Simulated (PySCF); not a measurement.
# BH2Br− (SMILES [BH2-]Br): levels of theory compared

Aim: a comparison of 6 runs (U-wB97X-V/STO-3G, UM06-2X/STO-3G, USVWN5/STO-3G, UCISD/STO-3G, UCCSD(T)/STO-3G, FCI/STO-3G) of BH2Br−. The job is set up through a Python script.

Program for the calculation: PySCF 2.14.0.

7 further runs of the same task are left out: 7 set aside as unsound or not needed.

### Step 1. The structure to begin with

BH2Br− has 4 atoms, charge -1, and is taken as a doublet. SMILES: `[BH2-]Br`. The B1–H3 distance was set to 1.455 Å, away from the relaxed value.

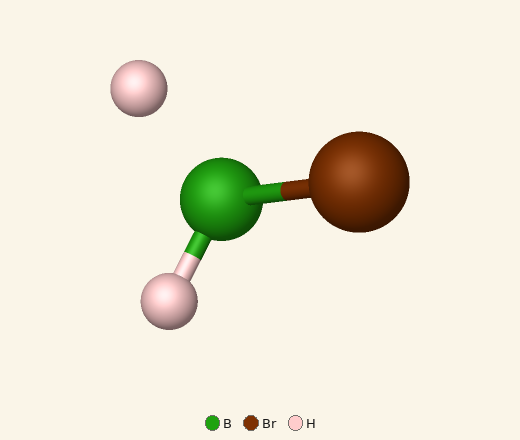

The structure, seen from a chosen angle (boron green, bromine brown, hydrogen pink).

### Step 2. A single-point energy at U-wB97X-V/STO-3G (run 1)

Input file input.xyz:

```xyz
4

B     -0.302628     0.350971    -0.107424
Br     1.618002     0.783001     0.552366
H     -0.770230    -0.861690     0.547550
H     -0.311318     0.334111    -1.320014
```

Input file run.py:

```python
from pyscf import gto, dft

molecule = gto.M(
    atom='input.xyz',
    spin=1,
    max_memory=1860,
    basis='sto-3g',
    verbose=3,
    charge=-1,
)

mf = dft.UKS(molecule, xc='wb97x-v')
mf.grids.level = 5
mf.conv_tol = 1e-10
mf.nlcgrids.level = 1
mf.kernel()
if not mf.converged:
    mf = mf.newton().run(mf.mo_coeff, mf.mo_occ)

energy = mf.e_tot
print('E(%s) = %.9f' % ('WB97X-V', energy))
```

Launch:

```bash
OMP_NUM_THREADS=1 python run.py
```

Output:

```text
converged SCF energy = -2571.4104702957  <S^2> = 0.75190178  2S+1 = 2.0019009
E(WB97X-V) = -2571.410470296
```

Run time: 14 s. Hardware: 1 thread of Arm Neoverse V2, shared host; peak memory 0.23 GiB.

### Step 3. The energy at UM06-2X/STO-3G (run 2)

Input file input.py:

```python
from pyscf import gto, dft

mol = gto.M(
    atom=[
    ('B', (-0.302628, 0.350971, -0.107424)),
    ('Br', (1.618002, 0.783001, 0.552366)),
    ('H', (-0.770230, -0.861690, 0.547550)),
    ('H', (-0.311318, 0.334111, -1.320014)),
],
    basis='sto-3g',
    max_memory=1860,
    spin=1,
    charge=-1,
    verbose=4,
)

mf = dft.UKS(mol)
mf.xc = 'm06-2x'
mf.conv_tol = 1e-10
mf.grids.level = 5
mf.kernel()
if not mf.converged:
    mf = mf.newton().run(mf.mo_coeff, mf.mo_occ)

e_final = mf.e_tot
print('Final energy', e_final)
```

Launch:

```bash
OMP_NUM_THREADS=1 python input.py
```

Output:

```text
PySCF version 2.14.0

[INPUT] num. atoms = 4
[INPUT] num. electrons = 43
[INPUT] charge = -1
[INPUT] spin (= nelec alpha-beta = 2S) = 1
[INPUT] symmetry False subgroup None
[INPUT] Mole.unit = angstrom
[INPUT] Symbol           X                Y                Z      unit          X                Y                Z       unit  Magmom
[INPUT]  1 B     -0.302628000000   0.350971000000  -0.107424000000 AA   -0.571884037625   0.663239067665  -0.203001939205 Bohr   0.0
[INPUT]  2 Br     1.618002000000   0.783001000000   0.552366000000 AA    3.057580648999   1.479657445261   1.043820460522 Bohr   0.0
[INPUT]  3 H     -0.770230000000  -0.861690000000   0.547550000000 AA   -1.455523752924  -1.628358104276   1.034719539506 Bohr   0.0
[INPUT]  4 H     -0.311318000000   0.334111000000  -1.320014000000 AA   -0.588305757647   0.631378285205  -2.494464940592 Bohr   0.0

nuclear repulsion = 62.0181270895386
number of shells = 13
number of NR pGTOs = 75
number of NR cGTOs = 25
basis = sto-3g
ecp = {}

[... 35 lines left out ...]
WARN: HOMO -0.130245379523386 >= LUMO -0.130245379523383
[... 42 lines left out ...]
converged SCF energy = -2571.609730164  <S^2> = 0.75381424  2S+1 = 2.0038106
Final energy -2571.6097301640007
```

Wall time 6.6 s (1 thread of Arm Neoverse V2, shared host); peak memory 0.24 GiB.

Runs 3 to 5 aren't shown in full; the table further down has their settings and results.

### Step 4. The energy at FCI/STO-3G (run 6)

Input file input.py:

```python
from pyscf import gto, mcscf

system = gto.Mole()
system.atom = 'B -0.302628 0.350971 -0.107424; Br 1.618002 0.783001 0.552366; H -0.770230 -0.861690 0.547550; H -0.311318 0.334111 -1.320014'
system.basis = 'sto-3g'
system.charge = -1
system.verbose = 4
system.spin = 1
system.max_memory = 1860
system.build()

hf = system.ROHF()
hf.conv_tol = 1e-10
hf.kernel()
if not hf.converged:
    hf = hf.newton().run(hf.mo_coeff, hf.mo_occ)

cas = mcscf.CASCI(hf, hf.mo_coeff.shape[-1] - 10, (system.nelec[0] - 10, system.nelec[1] - 10))  # full CI above the frozen core
cas.fix_spin_(ss=0.75)
cas.kernel()
e_final = cas.e_tot
print('E(%s) = %.9f' % ('FCI', e_final))
```

Launch:

```bash
OMP_NUM_THREADS=1 python input.py
```

Output:

```text
PySCF version 2.14.0

[INPUT] num. atoms = 4
[INPUT] num. electrons = 43
[INPUT] charge = -1
[INPUT] spin (= nelec alpha-beta = 2S) = 1
[INPUT] symmetry False subgroup None
[INPUT] Mole.unit = angstrom
[INPUT] Symbol           X                Y                Z      unit          X                Y                Z       unit  Magmom
[INPUT]  1 B     -0.302628000000   0.350971000000  -0.107424000000 AA   -0.571884037625   0.663239067665  -0.203001939205 Bohr   0.0
[INPUT]  2 Br     1.618002000000   0.783001000000   0.552366000000 AA    3.057580648999   1.479657445261   1.043820460522 Bohr   0.0
[INPUT]  3 H     -0.770230000000  -0.861690000000   0.547550000000 AA   -1.455523752924  -1.628358104276   1.034719539506 Bohr   0.0
[INPUT]  4 H     -0.311318000000   0.334111000000  -1.320014000000 AA   -0.588305757647   0.631378285205  -2.494464940592 Bohr   0.0

nuclear repulsion = 62.0181270895386
number of shells = 13
number of NR pGTOs = 75
number of NR cGTOs = 25
basis = sto-3g
ecp = {}

******** <class 'pyscf.scf.rohf.ROHF'> ********
method = ROHF
initial guess = minao
damping factor = 0
level_shift factor = 0
DIIS = <class 'pyscf.scf.diis.CDIIS'>
diis_start_cycle = 1
diis_space = 8
diis_damp = 0
SCF conv_tol = 1e-10
SCF conv_tol_grad = None
SCF max_cycles = 50
direct_scf = True
direct_scf_tol = 1e-13
num. doubly occ = 21  num. singly occ = 1
Set gradient conv threshold to 1e-05
init E= -2566.02949170205
  HOMO = -0.0405731033122984  LUMO = 0.173645480211256  gap/eV = 5.82918
cycle= 1 E= -2569.96986786292  delta_E= -3.94  |g|= 0.23  |ddm|= 1.58
  HOMO = 0.327108558850206  LUMO = 0.744637217707826  gap/eV = 11.36153
cycle= 2 E= -2570.02172232648  delta_E= -0.0519  |g|= 0.0562  |ddm|= 0.564
  HOMO = 0.335946789950707  LUMO = 0.75161790622787  gap/eV = 11.31099
cycle= 3 E= -2570.02510059187  delta_E= -0.00338  |g|= 0.0102  |ddm|= 0.169
  HOMO = 0.330069703241467  LUMO = 0.746176160646377  gap/eV = 11.32283
cycle= 4 E= -2570.02519845395  delta_E= -9.79e-05  |g|= 0.00259  |ddm|= 0.0242
  HOMO = 0.332903926175117  LUMO = 0.746919765854989  gap/eV = 11.26594
cycle= 5 E= -2570.02520565609  delta_E= -7.2e-06  |g|= 0.000596  |ddm|= 0.00646
  HOMO = 0.332842436969914  LUMO = 0.746768384435937  gap/eV = 11.26350
cycle= 6 E= -2570.02520619143  delta_E= -5.35e-07  |g|= 0.000153  |ddm|= 0.00202
  HOMO = 0.332813553104847  LUMO = 0.746779413916728  gap/eV = 11.26458
cycle= 7 E= -2570.02520623302  delta_E= -4.16e-08  |g|= 2.11e-05  |ddm|= 0.000644
  HOMO = 0.332815919943366  LUMO = 0.746781140337018  gap/eV = 11.26457
cycle= 8 E= -2570.02520623399  delta_E= -9.61e-10  |g|= 3.28e-06  |ddm|= 0.000113
  HOMO = 0.3328165105468  LUMO = 0.746780516309168  gap/eV = 11.26453
cycle= 9 E= -2570.025206234  delta_E= -1.64e-11  |g|= 4.06e-07  |ddm|= 1.18e-05
  HOMO = 0.332816512236595  LUMO = 0.746780493636895  gap/eV = 11.26453
Extra cycle  E= -2570.025206234  delta_E= -1.82e-12  |g|= 1.21e-07  |ddm|= 7.55e-07
converged SCF energy = -2570.025206234

******** <class 'pyscf.mcscf.casci.CASCI'> ********
CAS (12e+11e, 15o), ncore = 10, nvir = 0
natorb = False
canonicalization = True
sorting_mo_energy = False
******** <class 'pyscf.fci.addons.SpinPenaltyFCISolver'> ********
max. cycles = 200
conv_tol = 1e-08
davidson only = True
linear dependence = 1e-12
level shift = 0.001
max iter space = 12
nroots = 1
pspace_size = 400
spin = None
Density matrix diagonal elements [1.99999419 1.99999915 1.99999906 1.99999997 1.99999997 1.99785003
 1.9783724  1.97147205 1.9793729  1.99704941 1.99196378 1.00048755
 0.02187251 0.04019892 0.02136811]
CASCI converged
CASCI E = -2570.08207339744  E(CI) = -175.766120293138  S^2 = 0.7500000
E(FCI) = -2570.082073397
```

It took 20 s on 1 thread of Arm Neoverse V2, shared host; peak memory 0.23 GiB.

### Step 5. Overview of the runs

| run | level | nlc grid | integration grid | energy (Eh) | HOMO energy (eV) | LUMO energy (eV) | ⟨S²⟩ | wall time |
| --- | --- | --- | --- | --- | --- | --- | --- | --- |
| 1 | U-wB97X-V/STO-3G | 1 | 5 | -2571.410470 | 3.31 | 13.84 | 0.752 | 14 s |
| 2 | UM06-2X/STO-3G | – | 5 | -2571.609730 | 4.54 | 13.49 | 0.754 | 6.6 s |
| 3 | USVWN5/STO-3G | – | 5 | -2567.497279 | 7.72 | 10.26 | 0.753 | 2.1 s |
| 4 | UCISD/STO-3G | – | – | -2570.080241 | 1.60 | 17.39 | 0.758 | 0.58 s |
| 5 | UCCSD(T)/STO-3G | – | – | -2570.081943 | 1.60 | 17.39 | 0.758 | 0.66 s |
| 6 | FCI/STO-3G | – | – | -2570.082073 | – | – | – | 20 s |

### Step 6. Summary of results

| quantity | value |
| --- | --- |
| run 6: total energy | -2570.08207 Eh |
| run 6: correlation energy (10 core orbitals frozen) | -56.9 mEh |

What this shows: Against full CI in this basis: UCISD +1.8 mEh; UCCSD(T) +0.1 mEh. Totals of different functionals can't be ranked against each other. In runs 1, 2, 3, 4, 5, 6 the HOMO lies above zero, so the outermost electron may be held by the basis alone. In runs 1, 2, 3, 4, 5, 6 the basis is minimal, so the values are rough. All runs together took 44 s, the longest 20 s.
